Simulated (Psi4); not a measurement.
# BN2H3O: interaction calculation (part 2 of 2)

BN2H3O; SAPT0/aug-cc-pVDZ, RHF (Psi4 1.11). The geometry comes from this level: GFN2-xTB.

Geometry of the input (Å):
```
N  2.2125  -0.2570  1.0986
N  1.7636  -0.9577  0.3709
O  1.3029  -1.6914  -0.3863
B  -1.3194  0.7204  -0.2747
H  -1.2377  0.1120  0.7156
H  -0.3573  1.1301  -0.7888
H  -2.3646  0.9435  -0.7354
```

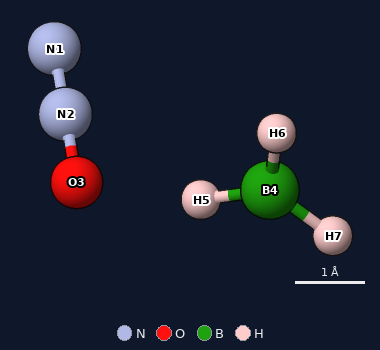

**Figure 1.** The input geometry (ball-and-stick view, seen at a tilt; atoms are numbered from 1 in the order of the input).

### What the program printed, continued
```
 ------------------------------------------------------------------------------------
     Multipole            Electronic (a.u.)      Nuclear  (a.u.)        Total (a.u.)
 ------------------------------------------------------------------------------------

 L = 1.  Multiply by 2.5417464519 to convert [e a0] to [Debye]
 Dipole X            :        -72.2255735           72.2932304            0.0676568
 Dipole Y            :         41.7443503          -41.6376396            0.1067107
 Dipole Z            :        -13.4882100           13.5988660            0.1106560
 Magnitude           :                                                    0.1679564

 ------------------------------------------------------------------------------------

	total time  =          1 seconds =       0.02 minutes

  //>>>>>>>>>>>>>>>>>>>>>>>>>>>>>>>>>>>//
  //            Monomer B HF           //
  //<<<<<<<<<<<<<<<<<<<<<<<<<<<<<<<<<<<//

  ==> Geometry <==

    Molecular point group: c1
    Full point group: C1

    Geometry (in Angstrom), charge = 0, multiplicity = 1:

       Center              X                  Y                   Z               Mass
    ------------   -----------------  -----------------  -----------------  -----------------
      Gh(N)           2.212530000000    -0.256960000000     1.098620000000    14.003074004430
      Gh(N)           1.763620000000    -0.957670000000     0.370930000000    14.003074004430
      Gh(O)           1.302860000000    -1.691410000000    -0.386330000000    15.994914619570
         B           -1.319410000000     0.720440000000    -0.274660000000    11.009305360000
         H           -1.237700000000     0.111990000000     0.715640000000     1.007825032230
         H           -0.357310000000     1.130130000000    -0.788820000000     1.007825032230
         H           -2.364590000000     0.943480000000    -0.735390000000     1.007825032230

  Running in c1 symmetry.

  Rotational constants: A =      0.42680  B =      0.07682  C =      0.06615 [cm^-1]
  Rotational constants: A =  12795.03750  B =   2302.88944  C =   1983.08062 [MHz]
  Nuclear repulsion =    7.601927648763745

  Charge       = 0
  Multiplicity = 1
  Electrons    = 8
  Nalpha       = 4
  Nbeta        = 4

  ==> Iterations <==

                           Total Energy        Delta E     RMS |[F,P]|

   @DF-RHF iter SAD:   -25.65815766300032   -2.56582e+01   0.00000e+00
   @DF-RHF iter   1:   -26.38123497627514   -7.23077e-01   7.47001e-04 ADIIS/DIIS
   @DF-RHF iter   2:   -26.38920656369240   -7.97159e-03   1.79043e-04 ADIIS/DIIS
   @DF-RHF iter   3:   -26.38982471340088   -6.18150e-04   4.20401e-05 DIIS
   @DF-RHF iter   4:   -26.38986469797857   -3.99846e-05   5.68461e-06 DIIS
   @DF-RHF iter   5:   -26.38986540840309   -7.10425e-07   3.72943e-07 DIIS
   @DF-RHF iter   6:   -26.38986541136792   -2.96483e-09   2.88225e-08 DIIS
   @DF-RHF iter   7:   -26.38986541138343   -1.55111e-11   3.39654e-09 DIIS
  Energy and wave function converged.

  ==> Post-Iterations <==

    Orbital Energies [Eh]
    ---------------------

    Doubly Occupied:

       1A     -7.610480     2A     -0.711010     3A     -0.501397
       4A     -0.501269

    Virtual:

       5A      0.032416     6A      0.040841     7A      0.048116
       8A      0.053090     9A      0.092808    10A      0.099833
      11A      0.105805    12A      0.110649    13A      0.126782
      14A      0.137671    15A      0.161863    16A      0.163834
      17A      0.171179    18A      0.182181    19A      0.207518
      20A      0.245298    21A      0.249039    22A      0.260892
      23A      0.262830    24A      0.280086    25A      0.284642
      26A      0.293418    27A      0.309385    28A      0.324662
      29A      0.335736    30A      0.363629    31A      0.393169
      32A      0.417579    33A      0.463800    34A      0.470304
      35A      0.486691    36A      0.503938    37A      0.508042
      38A      0.525738    39A      0.536386    40A      0.564812
      41A      0.587716    42A      0.612082    43A      0.625467
      44A      0.632337    45A      0.638157    46A      0.736269
      47A      0.737291    48A      0.762455    49A      0.790712
      50A      0.798417    51A      0.868036    52A      0.880657
      53A      0.924155    54A      0.941172    55A      0.954308
      56A      0.961970    57A      0.964048    58A      0.991004
      59A      1.027481    60A      1.091932    61A      1.106790
      62A      1.108925    63A      1.128119    64A      1.148886
      65A      1.171122    66A      1.188667    67A      1.203646
      68A      1.246158    69A      1.360098    70A      1.363119
      71A      1.416432    72A      1.470960    73A      1.502266
      74A      1.524321    75A      1.621357    76A      1.702108
      77A      1.721590    78A      1.760230    79A      1.770952
      80A      1.849622    81A      1.855394    82A      2.043456
      83A      2.139328    84A      2.183622    85A      2.446205
      86A      2.471257    87A      2.669625    88A      2.699804
      89A      2.701594    90A      3.116039    91A      3.198894
      92A      3.227870    93A      3.237344    94A      3.245592
      95A      3.399425    96A      3.563699    97A      3.587629
      98A      3.673788    99A      3.697214   100A      4.014515
     101A      4.132746   102A      4.296187   103A      4.333865
     104A      4.365840   105A      4.897604   106A      4.928707
     107A      4.965019   108A      4.974981   109A      5.075599
     110A      5.251982   111A      5.286011   112A      5.526557
     113A      6.306078   114A      6.330188   115A      7.524218
     116A      8.606684   117A     25.081640   118A     25.969300
     119A     33.617774

    Final Occupation by Irrep:
              A
    DOCC [     4 ]
    NA   [     4 ]
    NB   [     4 ]

  @DF-RHF Final Energy:   -26.38986541138343

   => Energetics <=

    Nuclear Repulsion Energy =              7.6019276487637448
    One-Electron Energy =                 -49.3352732664808897
    Two-Electron Energy =                  15.3434802063337159
    Total Energy =                        -26.3898654113834326

Computation Completed

Properties will be evaluated at   0.000000,   0.000000,   0.000000 [a0]

Properties computed using the SCF density matrix

 Multipole Moments:

 ------------------------------------------------------------------------------------
     Multipole            Electronic (a.u.)      Nuclear  (a.u.)        Total (a.u.)
 ------------------------------------------------------------------------------------

 L = 1.  Multiply by 2.5417464519 to convert [e a0] to [Debye]
 Dipole X            :         19.9492357          -19.9491773            0.0000584
 Dipole Y            :        -10.9452335           10.9373569           -0.0078766
 Dipole Z            :          4.1179319           -4.1231367           -0.0052048
 Magnitude           :                                                    0.0094411

 ------------------------------------------------------------------------------------

	total time  =          0 seconds =       0.00 minutes
  Constructing Basis Sets for SAPT...

   => Loading Basis Set <=

    Name: (AUG-CC-PVDZ AUX)
    Role: RIFIT
    Keyword: DF_BASIS_SAPT

   => Loading Basis Set <=

    Name: (AUG-CC-PVDZ AUX)
    Role: JKFIT
    Keyword: DF_BASIS_ELST

  //>>>>>>>>>>>>>>>>>>>>>>>>>>>>>>>>>>>//
  //               SAPT0               //
  //<<<<<<<<<<<<<<<<<<<<<<<<<<<<<<<<<<<//

        SAPT0
     6 June 2009

      Orbital Information
  --------------------------
    NSO        =       119
    NMO        =       119
    NRI        =       357
    NRI (Elst) =       440
    NOCC A     =        11
    NOCC B     =         4
    FOCC A     =         3
    FOCC B     =         1
    NVIR A     =       108
    NVIR B     =       115

    Elst10,r            =    -0.001244762509 [Eh]
    Exch10              =     0.001152459407 [Eh]
    Exch10 (S^2)        =     0.001151304099 [Eh]

    Maxiter = 50
    CPHF R converge = 1.000000E-08

    Iter     Energy [mEh]          dE [mEh]         Residual      Time [s]
       1      -0.03027641       0.030276407     1.591061e-03             0
       2      -0.03148085       0.001204440     5.389955e-04             0
       3      -0.03518783       0.003706981     1.943460e-04             0
       4      -0.03541308       0.000225256     6.338054e-05             0
       5      -0.03527912      -0.000133967     2.284097e-05             0
       6      -0.03524682      -0.000032298     1.026166e-05             0
       7      -0.03527222       0.000025400     4.158132e-06             0
       8      -0.03526843      -0.000003786     1.818684e-06             0
       9      -0.03526720      -0.000001234     5.276587e-07             0
      10      -0.03526789       0.000000691     1.362789e-07             0
      11      -0.03526786      -0.000000032     4.126008e-08             0
      12      -0.03526783      -0.000000032     7.367008e-09             0

    CHF Iterations converged

    Maxiter = 50
    CPHF R converge = 1.000000E-08

    Iter     Energy [mEh]          dE [mEh]         Residual      Time [s]
       1      -0.41945126       0.419451257     2.610483e-03             0
       2      -0.51528064       0.095829388     3.044912e-04             0
       3      -0.51272560      -0.002555049     5.325498e-05             0
       4      -0.51290609       0.000180499     1.719105e-05             0
       5      -0.51293152       0.000025427     4.991984e-06             0
       6      -0.51290937      -0.000022157     7.793660e-07             0
       7      -0.51291252       0.000003153     1.033382e-07             0
       8      -0.51291223      -0.000000287     1.553564e-08             0
       9      -0.51291226       0.000000032     1.848991e-09             0

    CHF Iterations converged

    Ind20,r (A<-B)      =    -0.000035267827 [Eh]
    Ind20,r (B<-A)      =    -0.000512912263 [Eh]
    Ind20,r             =    -0.000548180090 [Eh]
    Exch-Ind20,r (A<-B) =     0.000009900491 [Eh]
    Exch-Ind20,r (B<-A) =     0.000437273833 [Eh]
    Exch-Ind20,r        =     0.000447174324 [Eh]
    Disp20              =    -0.001805170016 [Eh]
    Disp20 (SS)         =    -0.000902585008 [Eh]
    Disp20 (OS)         =    -0.000902585008 [Eh]
    Exch-Disp20         =     0.000124521585 [Eh]
    Exch-Disp20 (SS)    =     0.000075975729 [Eh]
    Exch-Disp20 (OS)    =     0.000048545855 [Eh]

    SAPT Results
  --------------------------------------------------------------------------------------------------------
    Electrostatics                 -1.24476251 [mEh]      -0.78110027 [kcal/mol]      -3.26812352 [kJ/mol]
      Elst10,r                     -1.24476251 [mEh]      -0.78110027 [kcal/mol]      -3.26812352 [kJ/mol]

    Exchange                        1.15245941 [mEh]       0.72317920 [kcal/mol]       3.02578176 [kJ/mol]
      Exch10                        1.15245941 [mEh]       0.72317920 [kcal/mol]       3.02578176 [kJ/mol]
      Exch10(S^2)                   1.15130410 [mEh]       0.72245423 [kcal/mol]       3.02274850 [kJ/mol]

    Induction                      -0.14608583 [mEh]      -0.09167024 [kcal/mol]      -0.38354828 [kJ/mol]
      Ind20,r                      -0.54818009 [mEh]      -0.34398820 [kcal/mol]      -1.43924663 [kJ/mol]
      Exch-Ind20,r                  0.44717432 [mEh]       0.28060612 [kcal/mol]       1.17405603 [kJ/mol]
      delta HF,r (2)               -0.04508006 [mEh]      -0.02828816 [kcal/mol]      -0.11835768 [kJ/mol]

    Dispersion                     -1.68064843 [mEh]      -1.05462281 [kcal/mol]      -4.41254185 [kJ/mol]
      Disp20                       -1.80517002 [mEh]      -1.13276129 [kcal/mol]      -4.73947322 [kJ/mol]
      Exch-Disp20                   0.12452158 [mEh]       0.07813847 [kcal/mol]       0.32693138 [kJ/mol]
      Disp20 (SS)                  -0.90258501 [mEh]      -0.56638064 [kcal/mol]      -2.36973661 [kJ/mol]
      Disp20 (OS)                  -0.90258501 [mEh]      -0.56638064 [kcal/mol]      -2.36973661 [kJ/mol]
      Exch-Disp20 (SS)              0.07597573 [mEh]       0.04767549 [kcal/mol]       0.19947425 [kJ/mol]
      Exch-Disp20 (OS)              0.04854586 [mEh]       0.03046298 [kcal/mol]       0.12745713 [kJ/mol]

  Total HF                         -0.23838893 [mEh]      -0.14959131 [kcal/mol]      -0.62589004 [kJ/mol]
  Total SAPT0                      -1.91903736 [mEh]      -1.20421412 [kcal/mol]      -5.03843189 [kJ/mol]

  Special recipe for scaled SAPT0 (see Manual):
    Electrostatics sSAPT0          -1.24476251 [mEh]      -0.78110027 [kcal/mol]      -3.26812352 [kJ/mol]
    Exchange sSAPT0                 1.15245941 [mEh]       0.72317920 [kcal/mol]       3.02578176 [kJ/mol]
    Induction sSAPT0               -0.14473829 [mEh]      -0.09082465 [kcal/mol]      -0.38001032 [kJ/mol]
    Dispersion sSAPT0              -1.68027319 [mEh]      -1.05438735 [kcal/mol]      -4.41155666 [kJ/mol]
  Total sSAPT0                     -1.91731458 [mEh]      -1.20313306 [kcal/mol]      -5.03390873 [kJ/mol]
  --------------------------------------------------------------------------------------------------------

	total time  =          1 seconds =       0.02 minutes

Warning! sapt0 does not have an associated derived wavefunction. The returned wavefunction is the dimer SCF wavefunction.

[set-up sections that repeat, and orbital energies of the middle runs, are left out above]
```

### Standard output
```
total energy -0.00191904 hartree = -0.05222 eV
```
